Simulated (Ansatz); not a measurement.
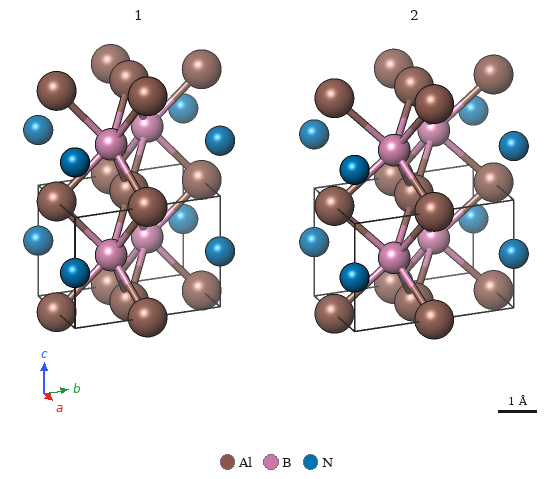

Two geometries of a crystal of Al3B2N (a generated structure, set up in P6/mmm) (coarse preliminary run), drawn at one scale. One is the start of a relaxation, the other its converged end. The picture is a ball-and-stick view of the cell of the calculation, repeated 1 × 1 × 2 with one cell outlined, seen slightly off an axis.

Theory: Ansatz 0.2.0, DFT PBE, scalar-relativistic, plane waves, PAW. Settings: plane-wave cutoff 420 eV; k-point mesh 6 × 6 × 6; occupations gaussian; smearing width 0.1 eV; collinear spin; cell and atoms relaxed; force threshold 0.04 eV/Å; at most 70 steps.

Which geometry has the lower energy?

Structure 2 is the relaxed one. The atoms keep their places relative to the cell (all moves are under 0.005 Å). The volume changes by +17.3 %, with a = b 5.160 → 5.663 Å (+9.7 %), c 3.014 → 2.935 Å (−2.6 %). Near-neighbour distances that change, for instance: Al–B 2.119 → 2.197 Å. Among the angles between lasting bonds that change: B–Al–B 90.7° → 83.8°, Al–B–Al 90.7° → 83.8°, B–Al–B 89.3° → 96.2°. The space group stays P6/mmm (No. 191). After 4 accepted moves (6 points after the start) the energy has fallen by 117 meV per atom. All forces vanish by symmetry, so only the cell relaxes. The pressure goes from 15.47 to 0.04 GPa. At 2 points the geometry stayed and the basis and grid were re-selected for the new cell (energy shift of 7.6 meV per atom at most each time).
